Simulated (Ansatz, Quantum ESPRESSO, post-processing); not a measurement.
# Charging Pb(111), 4 layers, one monolayer of F on fcc sites, part 4 of 6

Aim: potential against charge for Pb(111), 4 layers, one monolayer of F on fcc sites facing a metal electrode, and the capacitance that follows.

Quantum ESPRESSO 7.5; plane-wave DFT, PBE, GBRV ultrasoft pseudopotentials; geometry by Ansatz 0.2.0 with PAW datasets.

So far. Step 6 (Self-consistent run: charge 0.0159 e): The electrode's potential over the Fermi level goes from 6.246 to 7.689 eV, the far face's from 3.891 to 3.892 eV. Step 7 (SCF with pw.x: charge 0.0318 e): The electrode's potential over the Fermi level goes from 7.689 to 9.134 eV, the far face's from 3.892 to 3.896 eV.

### 8. Self-consistent run: charge 0.0637 e

q5.in

```
&control
  prefix = 'q5'
  outdir = './out'
  pseudo_dir = './pseudo'
  calculation = 'scf'
  tprnfor = .true.
/
&system
  ibrav = 0
  nat = 5
  ntyp = 2
  ecutwfc = 40
  ecutrho = 200
  occupations = 'smearing'
  smearing = 'mv'
  degauss = 0.02
  assume_isolated = 'esm'
  esm_bc = 'bc3'
  tot_charge = 0.0637
/
&electrons
  conv_thr = 1e-08
  mixing_beta = 0.4
  electron_maxstep = 120
  mixing_mode = 'local-TF'
  startingpot = 'file'
/
ATOMIC_SPECIES
  Pb  207.2000  pb_pbe_v1.uspp.F.UPF
  F   18.9984  f_pbe_v1.4.uspp.F.UPF
CELL_PARAMETERS angstrom
  3.50017856689006 0.00000000002887 0.00000000000000
  1.75008928342003 3.03124355672304 0.00000000000000
  0.00000000000000 0.00000000000000 26.57365149750000
ATOMIC_POSITIONS crystal
  Pb  -0.000000000000 -0.000000000000 -0.094504945922
  Pb  0.333333333333 0.333333333333 0.013040824878
  Pb  0.666666666667 0.666666666667 0.125716959778
  Pb  -0.000000000000 -0.000000000000 0.241240872613
  F   0.333333333333 0.333333333333 0.293679681110
K_POINTS automatic
  12 12 1 0 0 0
```

The run is started by

```bash
cp -r out/q4.save out/q5.save
OMP_NUM_THREADS=1 mpirun -n 4 pw.x -nk 4 -in q5.in > q5.out
```

Output:

```text
[banner, memory and clock lines left out]
Program PWSCF v.7.5 starts
[...]
Message from routine setup:
[...]
number of electrons       =        62.94
     number of Kohn-Sham states=           38
     kinetic-energy cutoff     =      40.0000  Ry
     charge density cutoff     =     200.0000  Ry
[...]
number of k points=    19  Marzari-Vanderbilt smearing, width (Ry)=  0.0200
[...]
Dense  grid:    90749 G-vectors     FFT dimensions: (  30,  30, 240)
[...]
The initial density is read from file :
[...]
negative rho (up, down):  7.023E-02 0.000E+00
     Starting wfcs are   40 randomized atomic wfcs
[...]
negative rho (up, down):  7.095E-02 0.000E+00
[...]
estimated scf accuracy    <       2.36218635 Ry
[...]
negative rho (up, down):  7.355E-02 0.000E+00
[...]
estimated scf accuracy    <       1.07393831 Ry
[...]
negative rho (up, down):  7.212E-02 0.000E+00
[...]
estimated scf accuracy    <       0.02765779 Ry
[...]
negative rho (up, down):  6.844E-02 0.000E+00
[...]
estimated scf accuracy    <       0.01726803 Ry
[...]
negative rho (up, down):  6.837E-02 0.000E+00
[...]
estimated scf accuracy    <       0.01676091 Ry
[...]
negative rho (up, down):  6.747E-02 0.000E+00
[...]
estimated scf accuracy    <       0.01356928 Ry
[...]
negative rho (up, down):  6.691E-02 0.000E+00
[...]
estimated scf accuracy    <       0.00222246 Ry
[...]
negative rho (up, down):  6.680E-02 0.000E+00
[...]
estimated scf accuracy    <       0.00138038 Ry
[...]
negative rho (up, down):  6.746E-02 0.000E+00
[...]
estimated scf accuracy    <       0.00054745 Ry
[...]
negative rho (up, down):  6.735E-02 0.000E+00
[...]
estimated scf accuracy    <       0.00143084 Ry
[...]
negative rho (up, down):  6.780E-02 0.000E+00
[...]
estimated scf accuracy    <       0.00035796 Ry
[...]
negative rho (up, down):  6.799E-02 0.000E+00
[...]
estimated scf accuracy    <       0.00020425 Ry
[...]
negative rho (up, down):  6.886E-02 0.000E+00
[...]
estimated scf accuracy    <       0.00026035 Ry
[...]
negative rho (up, down):  6.888E-02 0.000E+00
[...]
estimated scf accuracy    <       0.00022016 Ry
[...]
negative rho (up, down):  6.909E-02 0.000E+00
[...]
estimated scf accuracy    <       0.00007006 Ry
[...]
negative rho (up, down):  6.913E-02 0.000E+00
[...]
estimated scf accuracy    <       0.00003677 Ry
[...]
negative rho (up, down):  6.980E-02 0.000E+00
[...]
estimated scf accuracy    <       0.00003672 Ry
[...]
negative rho (up, down):  7.010E-02 0.000E+00
[...]
estimated scf accuracy    <       0.00000521 Ry
[...]
negative rho (up, down):  7.007E-02 0.000E+00
[...]
estimated scf accuracy    <       0.00000319 Ry
[...]
negative rho (up, down):  7.020E-02 0.000E+00
[...]
estimated scf accuracy    <       0.00000203 Ry
[...]
negative rho (up, down):  7.027E-02 0.000E+00
[...]
estimated scf accuracy    <       0.00000047 Ry
[...]
negative rho (up, down):  7.023E-02 0.000E+00
[...]
estimated scf accuracy    <       0.00000050 Ry
[...]
negative rho (up, down):  7.022E-02 0.000E+00
[...]
estimated scf accuracy    <       0.00000009 Ry
[...]
negative rho (up, down):  7.028E-02 0.000E+00
[...]
estimated scf accuracy    <       0.00000008 Ry
[...]
negative rho (up, down):  7.027E-02 0.000E+00
[...]
the Fermi energy is   -12.0472 ev
!    total energy              =    -705.22918605 Ry
     estimated scf accuracy    <          9.0E-09 Ry
     smearing contrib. (-TS)   =       0.00151700 Ry
     internal energy E=F+TS    =    -705.23070305 Ry
[...]
one-electron contribution =  -42991.94284861 Ry
     hartree contribution      =   21491.56513768 Ry
     xc contribution           =    -262.78080387 Ry
     ewald contribution        =   21057.92781175 Ry
     convergence has been achieved in  25 iterations
     negative rho (up, down):  7.027E-02 0.000E+00
[...]
Total force =     0.025903     Total SCF correction =     0.000546
[...]
```

Wall time 2.4 min (4 MPI ranks of Arm Neoverse V2, shared host); peak memory 0.59 GiB; 9.7 min of CPU time.

Numbers from this step:

```
Fermi energy                                                   : -12.05 eV
vacuum line at the lower end of the cell, over the Fermi level : 3.907 eV
slope of the potential above                                   : 1.084 eV/Å
vacuum line at the upper end of the cell, over the Fermi level : 12.05 eV
```

The electrode's potential over the Fermi level goes from 9.134 to 12.047 eV, the far face's from 3.896 to 3.907 eV.

Gauss's law asks for a slope of 180.95 q/A = 1.086 eV/Å in the gap; the run gives 1.084.

Each curve counts from the Fermi level of its own run.

The potential energy (potential at -0.0318 e) oscillates, so the rows of the table below give means over windows of 2.99 Å about each position, cut where the curve ends. Its maxima inside the range that stand out by 2 % of the span (Å: eV): -1.1: 1.18, 1.9: 1.70, 4.9: 1.79, 7.4: -3.23, 9.1: 5.50. Its minima: -2.5: -16.1, 0.3: -16.2, 3.3: -16.0, 6.4: -16.6, 7.8: -3.84.

The runs together. The potential energy by z; means over each step:

```csv
z (Å),potential at -0.0318 e (eV),potential at -0.0159 e (eV),potential at 0 e (eV),potential at 0.0159 e (eV),potential at 0.0318 e (eV),potential at 0.0637 e (eV)
-11.79,3.88,3.88,3.89,3.89,3.90,3.91
-8.80,3.88,3.88,3.89,3.89,3.90,3.91
-5.81,3.78,3.79,3.80,3.80,3.80,3.81
-2.82,-5.91,-5.90,-5.90,-5.90,-5.90,-5.89
0.17,-6.22,-6.21,-6.21,-6.20,-6.20,-6.19
3.16,-6.00,-6.00,-5.99,-5.99,-5.99,-5.99
6.15,-6.71,-6.69,-6.67,-6.66,-6.65,-6.62
9.14,3.70,4.04,4.38,4.73,5.08,5.79
12.13,4.13,5.18,6.25,7.31,8.39,10.5
```

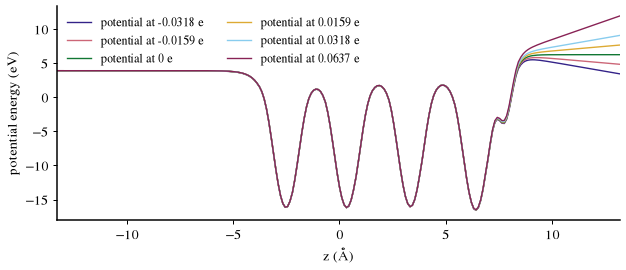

Potential energy against z.

### 9. Potential against charge, and the capacitance

This step gave:

* mean capacitance (straight-line fit): 1.663 μF/cm²
* effective gap ε₀/C: 5.323 Å

The electrode's potential less the Fermi level by charge of the slab:

| charge of the slab (1e13 e/cm²) | electrode's potential less the Fermi level (eV) |
| --- | --- |
| -3.00 | 3.38 |
| -1.50 | 4.81 |
| 0.00 | 6.25 |
| 1.50 | 7.69 |
| 3.00 | 9.13 |
| 6.00 | 12.0 |

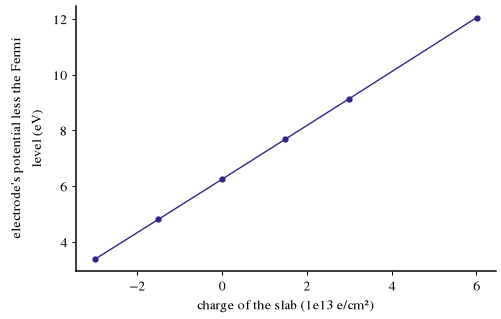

Electrode's potential less the Fermi level against charge of the slab.

Differential capacitance against charge of the slab:

```csv
charge of the slab (1e13 e/cm²),differential capacitance (μF/cm²)
-2.25,1.68
-0.75,1.67
0.75,1.66
2.25,1.66
4.50,1.65
```

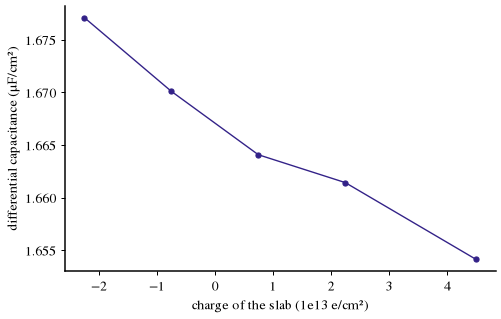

Differential capacitance, plotted against charge of the slab.

### 10. Self-consistent run: constant Fermi level -5.5 eV

GC-SCF turns the question round: the Fermi level is set (gcscf_mu, against the electrode) and the charge is found.

mu0.in is the input of step 8 with these lines changed:

```diff
@@ -1,3 +1,3 @@
 &control
-  prefix = 'q5'
+  prefix = 'mu0'
   outdir = './out'
@@ -18,10 +18,14 @@
   esm_bc = 'bc3'
-  tot_charge = 0.0637
+  lgcscf = .true.
+  gcscf_mu = -5.5
+  gcscf_conv_thr = 0.001
 /
 &electrons
-  conv_thr = 1e-08
-  mixing_beta = 0.4
-  electron_maxstep = 120
-  mixing_mode = 'local-TF'
-  startingpot = 'file'
+  conv_thr = 1e-09
+  mixing_beta = 0.2
+  electron_maxstep = 160
+  mixing_mode = 'TF'
+  diagonalization = 'rmm-davidson'
+  diago_rmm_conv = .false.
+  diago_full_acc = .true.
 /
```

The run is started by

```bash
OMP_NUM_THREADS=1 mpirun -n 4 pw.x -nk 4 -in mu0.in > mu0.out
```

Output:

```text
[banner, memory and clock lines left out]
Program PWSCF v.7.5 starts
[citation notice left out]

[...]
Message from routine iosys:
[...]
Message from routine setup:
[...]
bravais-lattice index     =            0
     lattice parameter (alat)  =       6.6144  a.u.
     unit-cell volume          =    1902.6498 (a.u.)^3
     number of atoms/cell      =            5
     number of atomic types    =            2
     number of electrons       =        63.00
     number of Kohn-Sham states=           38
     kinetic-energy cutoff     =      40.0000  Ry
     charge density cutoff     =     200.0000  Ry
     scf convergence threshold =      1.0E-09
     mixing beta               =       0.2000
     number of iterations used =            8  TF        mixing
     Exchange-correlation=  SLA  PW   PBX  PBC
                           (   1   4   3   4   0   0   0)

     Effective Screening Medium Method
     Boundary Conditions: Vacuum-Slab-Metal
     total charge in unit cell        =   0.0000
     grid points for fit at edges     =        4

     >>>>> Grand-Canonical SCF is activated <<<<<
     Initial Total Charge  =     0.000000 e
     Target Fermi Energy   =    -5.500000 eV
     Thr. of Fermi Energy  =     0.001000 eV
     Wave-shift of Kerker  =     0.400000 bohr^-1
     Wave-shift of Hartree =     1.500000 bohr^-1
     Mixing Rate of Fermi  =     0.050000

[...]
PseudoPot. # 1 for Pb read from file:
     ./pseudo/pb_pbe_v1.uspp.F.UPF
     Pseudo is Ultrasoft + core correction, Zval = 14.0
     Generated by new atomic code, or converted to UPF format
     Using radial grid of  899 points,  6 beta functions with:
                l(1) =   0
                l(2) =   0
                l(3) =   1
                l(4) =   1
                l(5) =   2
                l(6) =   2
     Q(r) pseudized with  6 coefficients,  rinner =    1.000   1.000   1.000
                                                       1.000   1.000

     PseudoPot. # 2 for F  read from file:
     ./pseudo/f_pbe_v1.4.uspp.F.UPF
     Pseudo is Ultrasoft, Zval =  7.0
     Generated by new atomic code, or converted to UPF format
     Using radial grid of  799 points,  4 beta functions with:
                l(1) =   0
                l(2) =   0
                l(3) =   1
                l(4) =   1
     Q(r) pseudized with  8 coefficients,  rinner =    0.950   0.950   0.950

     atomic species   valence    mass     pseudopotential
     Pb               14.00   207.20000     Pb( 1.00)
     F                 7.00    18.99840     F ( 1.00)

      6 Sym. Ops. (no inversion) found

[...]
number of k points=    19  Marzari-Vanderbilt smearing, width (Ry)=  0.0200
[...]
Dense  grid:    90749 G-vectors     FFT dimensions: (  30,  30, 240)

     Smooth grid:    64877 G-vectors     FFT dimensions: (  27,  27, 216)

     Check: negative core charge=   -0.000007

     Initial potential from superposition of free atoms

     starting charge      62.9906, renormalised to      63.0000

     negative rho (up, down):  6.891E-02 0.000E+00
     Starting wfcs are   40 randomized atomic wfcs

     per-process dynamical memory:    90.1 Mb

     Self-consistent Calculation

     iteration #  1     ecut=    40.00 Ry     beta= 0.20
     Davidson diagonalization with overlap
     ethr =  1.00E-05,  avg # of iterations = 53.2

     negative rho (up, down):  6.827E-02 0.000E+00

     total energy              =    -705.29413268 Ry
     estimated scf accuracy    <       0.13072870 Ry

     total charge of GC-SCF    =       0.00091504 e
     the Fermi energy          =      -5.08203015 eV
                        (error :       0.41796985 eV)

     iteration #  2     ecut=    40.00 Ry     beta= 0.20
[...]
negative rho (up, down):  6.754E-02 0.000E+00

[...]
total energy              =    -705.26390298 Ry
     estimated scf accuracy    <       0.04795029 Ry

     total charge of GC-SCF    =       0.00034210 e
     the Fermi energy          =      -5.63572232 eV
                        (error :       0.13572232 eV)

     iteration #  3     ecut=    40.00 Ry     beta= 0.20
     RMM-DIIS diagonalization
[...]
negative rho (up, down):  6.753E-02 0.000E+00

[...]
total energy              =    -705.27484486 Ry
     estimated scf accuracy    <       0.00812843 Ry

     total charge of GC-SCF    =       0.00034650 e
     the Fermi energy          =      -5.49660745 eV
                        (error :       0.00339255 eV)

     iteration #  4     ecut=    40.00 Ry     beta= 0.20
     RMM-DIIS diagonalization
[...]
negative rho (up, down):  6.811E-02 0.000E+00

[...]
total energy              =    -705.27143999 Ry
     estimated scf accuracy    <       0.00574440 Ry

     total charge of GC-SCF    =      -0.00119075 e
     the Fermi energy          =      -5.71357001 eV
                        (error :       0.21357001 eV)

     iteration #  5     ecut=    40.00 Ry     beta= 0.20
[...]
negative rho (up, down):  6.889E-02 0.000E+00

[...]
total energy              =    -705.27079396 Ry
     estimated scf accuracy    <       0.00123583 Ry

     total charge of GC-SCF    =      -0.00215440 e
     the Fermi energy          =      -5.61224203 eV
                        (error :       0.11224203 eV)

     iteration #  6     ecut=    40.00 Ry     beta= 0.20
     RMM-DIIS diagonalization
[...]
negative rho (up, down):  6.958E-02 0.000E+00

[...]
total energy              =    -705.27231223 Ry
     estimated scf accuracy    <       0.00156778 Ry

     total charge of GC-SCF    =      -0.00293303 e
     the Fermi energy          =      -5.71382451 eV
                        (error :       0.21382451 eV)

[...]
iteration # 27     ecut=    40.00 Ry     beta= 0.20
     RMM-DIIS diagonalization
     c_bands:  1 eigenvalues not converged
[...]
negative rho (up, down):  7.030E-02 0.000E+00

[...]
total energy              =    -705.27220088 Ry
     estimated scf accuracy    <          1.8E-09 Ry

     total charge of GC-SCF    =      -0.00817954 e
     the Fermi energy          =      -5.50177707 eV
                        (error :       0.00177707 eV)

     iteration # 28     ecut=    40.00 Ry     beta= 0.20
     RMM-DIIS diagonalization
     c_bands:  1 eigenvalues not converged
     c_bands:  1 eigenvalues not converged
[...]
negative rho (up, down):  7.029E-02 0.000E+00

[...]
total energy              =    -705.27222648 Ry
     estimated scf accuracy    <          1.0E-09 Ry

     total charge of GC-SCF    =      -0.00819300 e
     the Fermi energy          =      -5.50074890 eV
                        (error :       0.00074890 eV)

     iteration # 29     ecut=    40.00 Ry     beta= 0.20
     RMM-DIIS diagonalization
     c_bands:  1 eigenvalues not converged
     c_bands:  1 eigenvalues not converged
[...]
negative rho (up, down):  7.029E-02 0.000E+00

[...]
total energy              =    -705.27225003 Ry
     estimated scf accuracy    <          1.1E-09 Ry

     total charge of GC-SCF    =      -0.00820631 e
     the Fermi energy          =      -5.50053788 eV
                        (error :       0.00053788 eV)

     iteration # 30     ecut=    40.00 Ry     beta= 0.20
[...]
negative rho (up, down):  7.025E-02 0.000E+00

[...]
End of self-consistent calculation

          k = 0.0000 0.0000 0.0000 (  8225 PWs)   bands (ev):

   -28.6780 -22.7513 -22.7451 -22.7451 -22.6039 -22.5687 -22.5687 -22.5561
   -22.5561 -22.5486 -22.5148 -22.5148 -22.4297 -22.4297 -22.4073 -22.3893
   -22.3893 -22.3339 -22.3339 -22.2177 -22.2177 -16.7689 -16.1024 -15.1397
   -14.2321  -9.8005  -9.8005  -9.6160  -8.4897  -6.4565  -4.0721  -2.2561
    -1.6782  -0.8736  -0.1806   0.4788   0.4788   0.8385

          k =-0.0000 0.0962 0.0000 (  8193 PWs)   bands (ev):

   -28.6730 -22.7503 -22.7349 -22.7286 -22.5973 -22.5724 -22.5712 -22.5614
   -22.5407 -22.5388 -22.5149 -22.5015 -22.4369 -22.4298 -22.4024 -22.3867
   -22.3765 -22.3400 -22.3326 -22.2268 -22.2189 -16.6520 -15.9946 -15.0464
   -14.1436  -9.8958  -9.8193  -9.5786  -8.3600  -6.3265  -3.9682  -2.1556
    -1.5849  -0.8833  -0.7745  -0.2871  -0.0739   0.0076

[...]
the Fermi energy is    -5.5003 ev

!    total energy              =    -705.27221495 Ry
     estimated scf accuracy    <          2.6E-10 Ry

!    total charge of GC-SCF    =      -0.00823641 e
     smearing contrib. (-TS)   =       0.00133428 Ry
     internal energy E=F+TS    =    -705.27354922 Ry

     The total energy is F=E-TS. E is the sum of the following terms:
     one-electron contribution =  -43021.94609805 Ry
     hartree contribution      =   21521.57449094 Ry
     xc contribution           =    -262.83308338 Ry
     ewald contribution        =   21057.92781175 Ry
     pot.stat. contrib. (-muN) =       0.00332951 Ry

     convergence has been achieved in  30 iterations

     negative rho (up, down):  7.025E-02 0.000E+00

     Forces acting on atoms (cartesian axes, Ry/au):

     atom    1 type  1   force =     0.00000000    0.00000000    0.00103617
     atom    2 type  1   force =     0.00000000    0.00000000   -0.00117638
     atom    3 type  1   force =     0.00000000    0.00000000   -0.00014559
     atom    4 type  1   force =     0.00000000    0.00000000   -0.00051389
     atom    5 type  2   force =     0.00000000    0.00000000    0.00052210

     Total force =     0.001736     Total SCF correction =     0.000177
     SCF correction compared to forces is large: reduce conv_thr to get better values

[...]
```

The job ended after 8.1 min (4 MPI ranks; peak memory 0.79 GiB).

This step gave:

```
Fermi energy                                                   : -5.500 eV
charge found by GC-SCF                                         : -0.008236 e
vacuum line at the lower end of the cell, over the Fermi level : 3.884 eV
slope of the potential above                                   : -0.1401 eV/Å
vacuum line at the upper end of the cell, over the Fermi level : 5.500 eV
```

The potential energy, planar mean oscillates, so the rows of the table below give means over windows of 2 Å about each position, cut where the curve ends. Its maxima inside the range that stand out by 2 % of the span (Å: eV): -1.1: 1.18, 1.9: 1.71, 4.9: 1.79, 7.4: -3.16, 9.4: 6.00. Its minima: -2.5: -16.1, 0.3: -16.2, 3.3: -16.0, 6.4: -16.6, 7.8: -3.73.

Electrostatic potential energy of an electron; zero at the Fermi level. Table of potential energy, planar mean by z; means over each step:

```csv
z (Å),"potential energy, planar mean (eV)"
-12,3.88
-10,3.88
-8,3.88
-6,3.85
-4,0.681
-2,-8.13
0,-8.91
2,-2.31
4,-6.91
6,-8.81
8,-0.0442
10,5.93
12,5.68
```

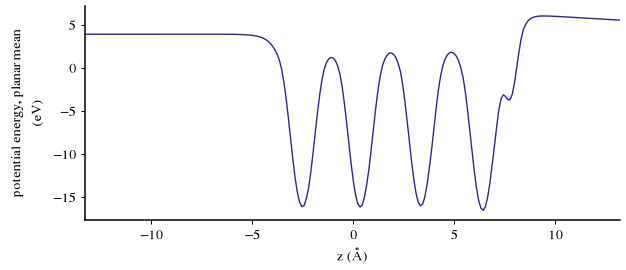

Potential energy, planar mean against z.

Gauss's law asks for a slope of 180.95 q/A = -0.140 eV/Å in the gap; the run gives -0.140.

(Continued in part 5 of 6.)

[Logs are printed without paths, hosts, clocks, repeated set-up lines and the standing remarks that a program may print on its own settings, such as how far it seeks lower states.]

[Hosts, paths, dates, database ids (printed as entryN), source tags and the programs' standing remarks are cut or masked in the printed files.]

[Maps of the electrostatic potential energy from Ansatz leave out the sawtooth potential of an applied field or a dipole correction, so their vacuum need not be flat; planar profiles and work functions include it.]
